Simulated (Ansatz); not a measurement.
BH$_{3}$S···H$_{2}$O

| atom | x (Å) | y (Å) | z (Å) |
| --- | --- | --- | --- |
| B | 0.0158 | 0.4418 | 0.2182 |
| O | -0.1384 | -0.2130 | 1.8209 |
| H | -0.9741 | -0.7039 | 1.8782 |
| H | 1.0713 | 0.0087 | -0.1683 |
| H | -0.9967 | 0.0493 | -0.3195 |
| S | -0.0647 | 2.2987 | 0.5281 |
| H | 1.2526 | 2.5292 | 0.7411 |
| H | -0.2737 | 0.6176 | 2.3220 |

Method: RKS B3LYP-D4/def2-SVP in Ansatz 0.2.0.

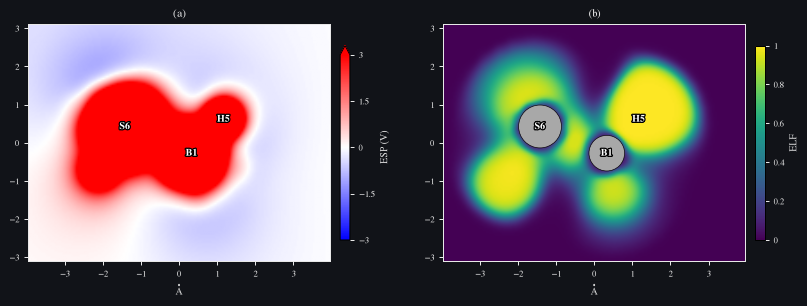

Figure 1. (a) molecular electrostatic potential; (b) ELF on the plane of atoms H5, B1 and S6. Grey discs cover the atomic cores in the ELF map.

**What does the map show?**

The plane passes through B, H and S nuclei.
B–S (1.88 Å): the ELF peaks at about 0.95 between the atoms (a covalent bond).
B–H (1.21 Å): the ELF climbs to about 1 towards the hydrogen, as it does in any bond to H: an ordinary covalent bond to hydrogen.
The ELF also peaks beside S6, away from the bonds: lone-pair regions.
Outside the dense part of the complex the potential is most negative (−1.0 V) near S6.

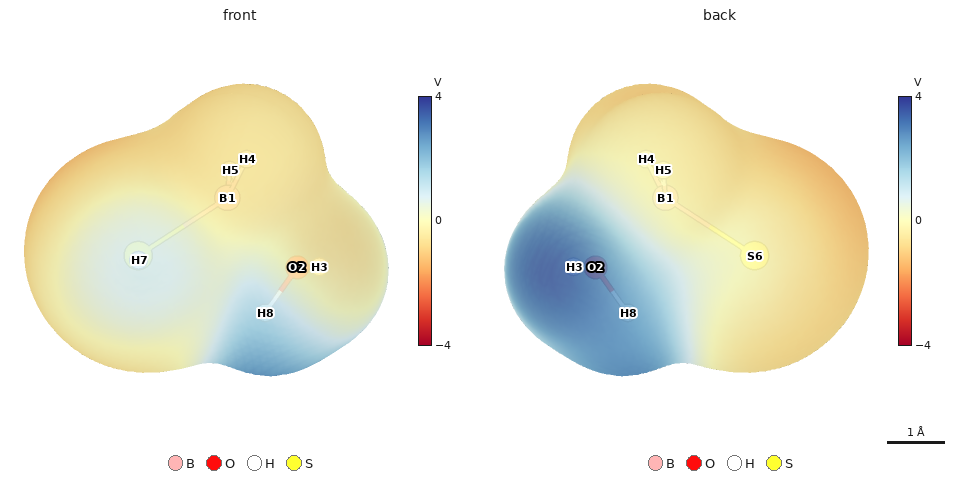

Figure 2. The electrostatic potential painted on the density surface at 0.002 e/bohr³, seen from the front and from behind; red is negative and blue positive.

**Which sites attract a positive test charge, and which a negative one?**

A positive charge is drawn to the negative regions and a negative charge to the positive ones. The most negative region (about −1.3 V, or −30 kcal/mol for a unit charge) lies over S6, the most positive (about +3.4 V, or +78 kcal/mol for a unit charge) over H3.

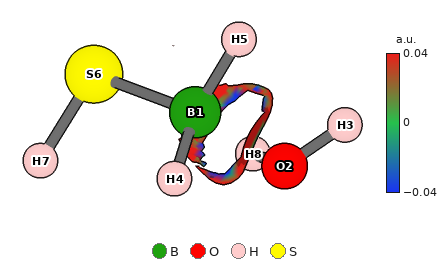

Figure 3. Non-covalent interaction (NCI) plot: the surface where the reduced density gradient is 0.5, for densities under 0.05 a.u., coloured by sign(λ₂)ρ; seen from one side.

**Which non-covalent interactions does the plot reveal?**

- H3···B1 (2.2 Å): a weak contact, attractive (blue-green) on one side and crowded (olive to red) on the other
- H8···B1 (2.1 Å): a weak contact, attractive (blue-green) on one side and crowded (olive to red) on the other
